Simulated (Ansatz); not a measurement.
# How amorphous Si0.7Ge0.3 changes with quench rate

Does a slower quench leave a cell of lower energy?

Computed with Ansatz 0.2.0: Kohn-Sham DFT, r2SCAN, PAW (set soft_2). Every run is a single point, with the atoms held where the recipe put them (cutoff of the plane-wave runs 500 eV, gaussian smearing of 0.025 eV).

First member: 120 atoms (84 Si, 36 Ge) placed at random at 3.16 g/cm³, melted at 3500 K for 10 ps at fixed volume with the Tersoff potential (Tersoff, Phys. Rev. B 39, 5566 (1989)). Quenched from 3500 K to 700 K at 10 K/ps and fixed volume, held 5 ps, then minimised at fixed cell.

Last member: 120 atoms (84 Si, 36 Ge) placed at random at 3.16 g/cm³, melted at 3500 K for 10 ps at fixed volume with the Tersoff potential (Tersoff, Phys. Rev. B 39, 5566 (1989)). Quenched from 3500 K to 700 K at 1000 K/ps and fixed volume, held 5 ps, then minimised at fixed cell.

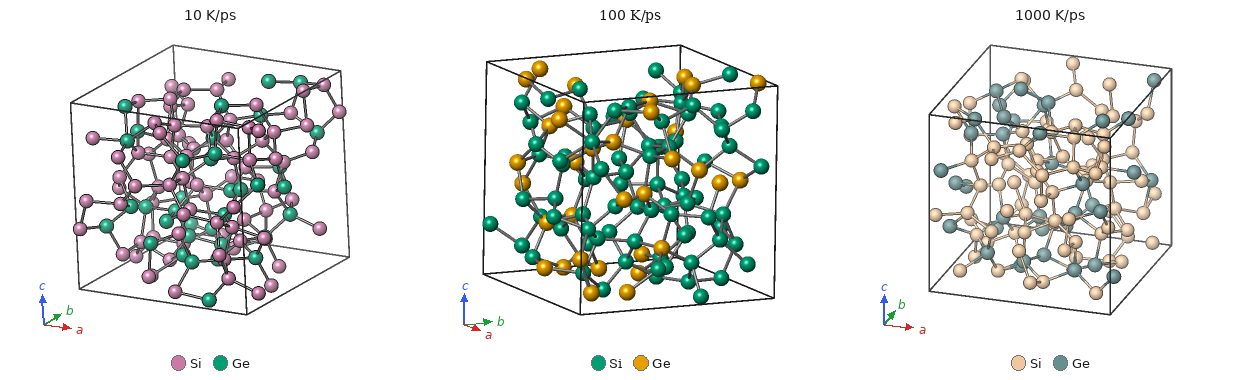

Three members of the series, labelled by quench rate. Some periodic images of atoms are drawn too. Bonds to atoms that aren't drawn are left out.

The members:

| quench rate (K/ps) | reduced formula | atoms | valence electrons | k-mesh | basis | density (g/cm³) |
| --- | --- | --- | --- | --- | --- | --- |
| 10 | Si7Ge3 | 120 | 840 | 1×1×1 | plane waves | 3.16 |
| 30 | Si7Ge3 | 120 | 840 | 1×1×1 | plane waves | 3.16 |
| 100 | Si7Ge3 | 120 | 840 | 1×1×1 | plane waves | 3.16 |
| 300 | Si7Ge3 | 120 | 840 | 1×1×1 | plane waves | 3.16 |
| 1000 | Si7Ge3 | 120 | 840 | 1×1×1 | plane waves | 3.16 |

Each cell is one sample from a classical run, so sample-to-sample scatter enters every column.

The input of the first member, without its atom lines; other members have their own cell and atoms, and may differ in mesh, basis and outputs:

```yaml
crystal:
  lattice:
    - [13.7704, 0.0, 0.0]
    - [0.0, 13.7704, 0.0]
    - [0.0, 0.0, 13.7704]
  atoms:
    [... 120 lines ...]
kpoints:
  mp_grid: { grid: [1, 1, 1] }
hamiltonian:
  xc: r2scan
scf:
  occupations: { method: gaussian, width: 0.025 }
output:
  forces: true
  stress: true
  populations: true
  dos:
    method: { smearing: { sigma: 0.08 } }
    de: 0.1
    projected: { site_lists: { Ge: [Ge], Si: [Si] } }
  eigenvalues: true
  write_density: true
  write_potential: true
  volumetric_format: npy
```

**Question.** How do the results, the time and the memory go along the series?

Results; charges are mean Löwdin charges in e:

| quench rate (K/ps) | energy less the first member's (meV/atom) | pressure (GPa) | r.m.s. force (eV/Å) | q(Ge) | q(Si) |
| --- | --- | --- | --- | --- | --- |
| 10 | 0.0 | -1.95 | 0.267 | -0.03 | +0.07 |
| 30 | 56.0 | -2.64 | 0.286 | -0.02 | +0.07 |
| 100 | 114.7 | -2.46 | 0.267 | -0.01 | +0.07 |
| 300 | 168.0 | -2.75 | 0.279 | -0.02 | +0.07 |
| 1000 | 119.0 | -3.26 | 0.293 | -0.02 | +0.07 |

The projection misses up to 0.044 e an atom, so the charges add up to more than the cell's charge. Löwdin charges hang on the projection basis and can even invert the polarity of covalent bonds.

Bonds in each cell, which the recipe sets and DFT didn't move; cutoffs follow each cell's own g(r) within set bounds (mean length in Å, and neighbours of the second kind about the first):

| quench rate (K/ps) | Si-Si length | Si-Si count | Ge-Si length | Ge-Si count |
| --- | --- | --- | --- | --- |
| 10 | 2.400 | 2.88 | 2.455 | 2.86 |
| 30 | 2.423 | 2.90 | 2.478 | 2.94 |
| 100 | 2.434 | 2.93 | 2.492 | 3.14 |
| 300 | 2.436 | 2.86 | 2.499 | 3.17 |
| 1000 | 2.456 | 3.00 | 2.483 | 2.89 |

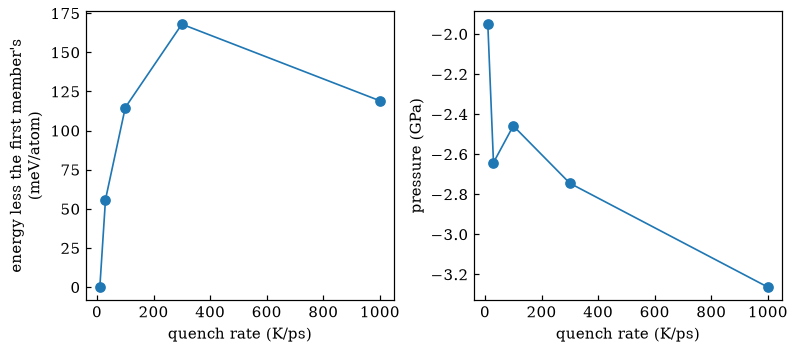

Results against quench rate.

Cost on 8 threads of Intel Xeon 6975P-C (Granite Rapids), shared host:

| quench rate (K/ps) | atoms | basis | k-mesh | SCF cycles | time | host memory (GiB) |
| --- | --- | --- | --- | --- | --- | --- |
| 10 | 120 | plane waves | 1×1×1 | 14 | 59 s | 8.2 |
| 30 | 120 | plane waves | 1×1×1 | 11 | 53 s | 8.2 |
| 100 | 120 | plane waves | 1×1×1 | 12 | 54 s | 8.2 |
| 300 | 120 | plane waves | 1×1×1 | 12 | 56 s | 8.2 |
| 1000 | 120 | plane waves | 1×1×1 | 11 | 50 s | 8.2 |

Times include the outputs that each run asked for, on hosts shared with other jobs.

**Reading.** The energy against the first member is lowest at 10 K/ps (0.0 meV/atom) and highest at 300 K/ps (168.0 meV/atom), rising overall but not at every step; each member is a single configuration. The slowest quench gives the lowest energy. The pressure is lowest at 1000 K/ps (-3.3 GPa) and highest at 10 K/ps (-2 GPa), falling overall but not at every step. The two fastest quenches lie 116 meV/atom above the two slowest on average. All of the 5 members have partly filled levels at the Fermi energy, where the frontier levels stand at most 0.051 eV apart and the tails of the smearing reach across; spin polarisation, left out here, could split them.

Caveats: The starting topology of bonds comes from the classical model, and needn't be the one that DFT or experiment would give. The cells aren't relaxed by DFT, which could reorder their energies. Even the slowest of these quenches is many orders faster than a laboratory quench.

[Logs are printed without paths, hosts, clocks, repeated set-up lines and the standing remarks that a program may print on its own settings, such as how far it seeks lower states.]

[Hosts, paths, dates, database ids (printed as entryN), source tags and the programs' standing remarks are cut or masked in the printed files.]
